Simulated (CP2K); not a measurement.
# SnSiH6O (SMILES [SiH3][O][SnH3]): GFN2-xTB

What is the energy change on altering one bond length of SnSiH6O at GFN2-xTB? 

The calculation is run with CP2K 2026.2.

3 further runs of the same task are left out: 3 set aside as unsound or not needed.

**1. Starting point**

SnSiH6O: 9 atoms, total charge 0, spin state singlet. As SMILES, `[SiH3][O][SnH3]`. Geometry: relaxed at PBE0-D4/def2-TZVP.

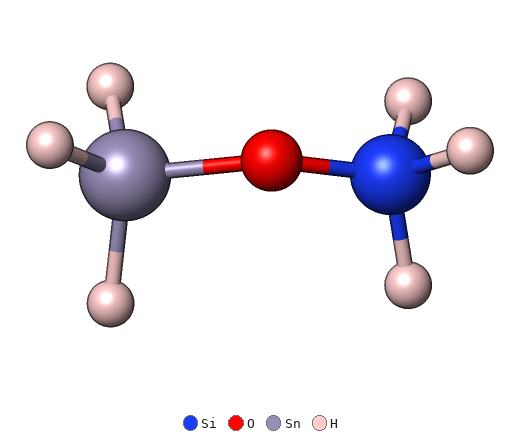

Viewed from a chosen angle; silicon blue, oxygen red, tin purple, hydrogen pink.

**2. Energy and gradient at GFN2-xTB**

molecule.xyz

```xyz
9

Si    -0.707500     1.106300    -0.961800
O      0.549600     0.232700    -0.411000
Sn     0.837100    -1.145700     0.956400
H     -1.786000     0.228100    -1.502000
H     -0.233000     2.004100    -2.046400
H     -1.309600     1.937400     0.121200
H      2.493700    -1.499800     0.829900
H     -0.166000    -2.460900     0.544700
H      0.410100    -0.448400     2.452000
```

job.inp

```
&GLOBAL
  PROJECT job
  RUN_TYPE ENERGY_FORCE
  PRINT_LEVEL MEDIUM
&END

&FORCE_EVAL
  METHOD QS
  &DFT
    CHARGE 0
    MULTIPLICITY 1
    &QS
      METHOD XTB
      EPS_DEFAULT 1.0E-10
      &XTB
        GFN_TYPE TBLITE
        &TBLITE
          METHOD GFN2
        &END
        CHECK_ATOMIC_CHARGES F
      &END
    &END
    &POISSON
      PERIODIC NONE
      POISSON_SOLVER ANALYTIC
    &END
    &SCF
      SCF_GUESS ATOMIC
      EPS_SCF 1.0E-07
      MAX_SCF 150
      ADDED_MOS 4
      &DIAGONALIZATION
        ALGORITHM STANDARD
      &END
      &MIXING
        METHOD DIRECT_P_MIXING
        ALPHA 0.4
      &END
      &SMEAR ON
        METHOD FERMI_DIRAC
        ELECTRONIC_TEMPERATURE [K] 300
      &END
    &END
    &PRINT
      &MOMENTS
        PERIODIC F
        REFERENCE COM
        MAX_MOMENT 1
      &END
      &MO ON
        ENERGIES T
        OCCUPATION_NUMBERS T
        NDIGITS 6
        &EACH
          QS_SCF 0
        &END
        ADD_LAST NUMERIC
      &END
      &HIRSHFELD OFF
      &END
    &END
  &END
  &SUBSYS
    &CELL
      ABC [angstrom] 20.3 20.5 20.5
      PERIODIC NONE
    &END
    &TOPOLOGY
      COORD_FILE_NAME molecule.xyz
      COORD_FILE_FORMAT XYZ
      &CENTER_COORDINATES
      &END
    &END
  &END
  &PRINT
    &FORCES ON
    &END
  &END
&END
```

Launch:

```console
OMP_NUM_THREADS=1 cp2k.psmp -i job.inp > job.out 2>&1
```

What it wrote:

```text
CP2K| version string:                                       CP2K version 2026.2
[...]
 GLOBAL| Method name                                                        CP2K
[...]
 GLOBAL| Run type                                                   ENERGY_FORCE
[...]
                             - Atoms:                                          9
[...]
                             - Spherical basis functions:                     28
[...]
 Number of electrons:                                                         20
[...]
  *** SCF run converged in    21 steps ***
[...]
  Fermi energy:                                                -0.25448464229865
[...]
 TB_DIPOLE| Moment [Debye]          0.29598500      -1.86089045       1.87315134
 TB_DIPOLE| Derivative [a.u.]       0.00000000       0.00000000       0.00000000
[...]
 ENERGY| Total FORCE_EVAL ( QS ) energy [hartree]            -10.981761040400217
 FORCES| Atomic forces [hartree/bohr]
 FORCES|   Atom     x               y               z               |f|
 FORCES|      1 -8.09723402E-03  6.27766193E-03 -4.23162472E-03   1.10851651E-02
 FORCES|      2 -6.94994006E-03  3.91576046E-03 -2.09157397E-03   8.24678899E-03
 FORCES|      3  1.64780680E-03 -3.60262939E-03  3.30758249E-03   5.16084370E-03
 FORCES|      4  7.79788327E-03  3.10879285E-03  4.21708652E-03   9.39443427E-03
 FORCES|      5  1.86219261E-03 -8.25957673E-03  8.14813676E-03   1.17507660E-02
 FORCES|      6  5.18065848E-03 -6.27062236E-03 -4.68943875E-03   9.38886377E-03
 FORCES|      7 -6.08384714E-03  2.35312482E-03 -6.43549712E-04   6.55473483E-03
 FORCES|      8  3.27346811E-03  4.55383030E-03  1.13914583E-03   5.72281548E-03
 FORCES|      9  1.36901195E-03 -2.07634188E-03 -5.15576444E-03   5.72427255E-03
 FORCES| Sum    -7.26415456E-17 -1.17961196E-16  1.73472348E-17
 FORCES| Total atomic force                                       1.39615775E-16
[...]
```

Wall time 0.32 s (1 thread of Arm Neoverse V1, shared host).

**3. The distorted shape**

molecule.xyz

```xyz
9

Si    -1.147456     1.412040    -1.154567
O      0.549600     0.232700    -0.411000
Sn     0.837100    -1.145700     0.956400
H     -2.225956     0.533840    -1.694767
H     -0.672956     2.309840    -2.239167
H     -1.749556     2.243140    -0.071567
H      2.493700    -1.499800     0.829900
H     -0.166000    -2.460900     0.544700
H      0.410100    -0.448400     2.452000
```

qs.inp

```
&GLOBAL
  PROJECT qs
  RUN_TYPE ENERGY_FORCE
  PRINT_LEVEL MEDIUM
&END

&FORCE_EVAL
  METHOD Quickstep
  &DFT
    &QS
      METHOD XTB
      EPS_DEFAULT 1.0E-10
      &XTB
        GFN_TYPE TBLITE
        &TBLITE
          METHOD GFN2
        &END
        CHECK_ATOMIC_CHARGES F
      &END
    &END
    &POISSON
      PERIODIC NONE
      POISSON_SOLVER ANALYTIC
    &END
    &SCF
      SCF_GUESS ATOMIC
      EPS_SCF 1.0E-07
      MAX_SCF 150
      ADDED_MOS 4
      &DIAGONALIZATION
        ALGORITHM STANDARD
      &END
      &MIXING
        METHOD DIRECT_P_MIXING
        ALPHA 0.4
      &END
      &SMEAR ON
        METHOD FERMI_DIRAC
        ELECTRONIC_TEMPERATURE [K] 300
      &END
    &END
    &PRINT
      &MOMENTS
        PERIODIC F
        REFERENCE COM
        MAX_MOMENT 1
      &END
      &MO ON
        ENERGIES T
        OCCUPATION_NUMBERS T
        NDIGITS 6
        &EACH
          QS_SCF 0
        &END
        ADD_LAST NUMERIC
      &END
      &HIRSHFELD OFF
      &END
    &END
  &END
  &SUBSYS
    &CELL
      ABC 20.7 20.8 20.7
      PERIODIC NONE
    &END
    &TOPOLOGY
      COORD_FILE_NAME molecule.xyz
      COORD_FILE_FORMAT XYZ
      &CENTER_COORDINATES
      &END
    &END
  &END
  &PRINT
    &FORCES ON
    &END
  &END
&END
```

Launch:

```console
OMP_NUM_THREADS=1 cp2k.psmp qs.inp > qs.out
```

What it wrote:

```text
CP2K| version string:                                       CP2K version 2026.2
[...]
 GLOBAL| Method name                                                        CP2K
[...]
 GLOBAL| Run type                                                   ENERGY_FORCE
[...]
                             - Atoms:                                          9
[...]
                             - Spherical basis functions:                     28
[...]
 Number of electrons:                                                         20
[...]
  *** SCF run converged in    29 steps ***
[...]
  Fermi energy:                                                -0.29394937729334
[...]
 TB_DIPOLE| Moment [Debye]         -2.54030117       1.16979683      -0.48575089
 TB_DIPOLE| Derivative [a.u.]       0.00000000       0.00000000       0.00000000
[...]
 ENERGY| Total FORCE_EVAL ( QS ) energy [hartree]            -10.912193870160246
 FORCES| Atomic forces [hartree/bohr]
 FORCES|   Atom     x               y               z               |f|
 FORCES|      1  2.88560154E-02 -2.24536543E-02  1.51651785E-02   3.95830627E-02
 FORCES|      2 -5.04327067E-02  2.81173015E-02 -1.48108277E-02   5.96104116E-02
 FORCES|      3 -5.80097705E-03  1.43121841E-02 -1.33629741E-02   2.04220230E-02
 FORCES|      4  1.31214052E-02  4.31683175E-04  6.18013404E-03   1.45103991E-02
 FORCES|      5  4.91617607E-03 -1.03184415E-02  9.41983528E-03   1.48112227E-02
 FORCES|      6  1.03142191E-02 -9.62619517E-03 -3.36691940E-03   1.45045819E-02
 FORCES|      7 -5.61094681E-03  1.20303195E-03  4.25684125E-04   5.75423470E-03
 FORCES|      8  3.07222792E-03  1.79435786E-03  2.67209136E-03   4.44953669E-03
 FORCES|      9  1.56458689E-03 -3.46026753E-03 -2.32220204E-03   4.45129260E-03
 FORCES| Sum    -1.66967135E-17  2.51534904E-17 -4.77048956E-18
 FORCES| Total atomic force                                       3.05652726E-17
[...]
```

Run time: 0.32 s. Hardware: 1 thread of Arm Neoverse V1, shared host.

**4. What came out**

Level: GFN2-xTB.

| quantity | value |
| --- | --- |
| first shape: total energy | -10.98176 Eh |
| first shape: dipole moment (from atomic charges alone) | 2.66 D |
| first shape: HOMO energy | -11.03 eV |
| first shape: LUMO energy | -6.03 eV |
| first shape: HOMO–LUMO gap | 5.00 eV |
| first shape: largest force on an atom | 0.604 eV/Å |
| distorted shape: total energy | -10.91219 Eh |
| distorted shape: dipole moment (from atomic charges alone) | 2.84 D |
| distorted shape: HOMO energy | -10.76 eV |
| distorted shape: LUMO energy | -7.10 eV |
| distorted shape: HOMO–LUMO gap | 3.66 eV |
| distorted shape: largest force on an atom | 3.065 eV/Å |
| energy change with the Si1–O2 bond stretched from 1.627 to 2.196 Å | 1.893 eV |

In words: With the Si1–O2 bond stretched from 1.627 to 2.196 Å the energy rises by 1.89 eV (44 kcal/mol). The first shape isn't relaxed at this level, so the change isn't measured from a minimum. The largest force (first shape) is 0.60 eV/Å: the shape isn't a stationary point for this species at this level. The dipole (first shape) comes from point charges on the atoms alone, without atomic dipoles, so it is partial. The dipole (distorted shape) comes from point charges on the atoms alone, without atomic dipoles, so it is partial.
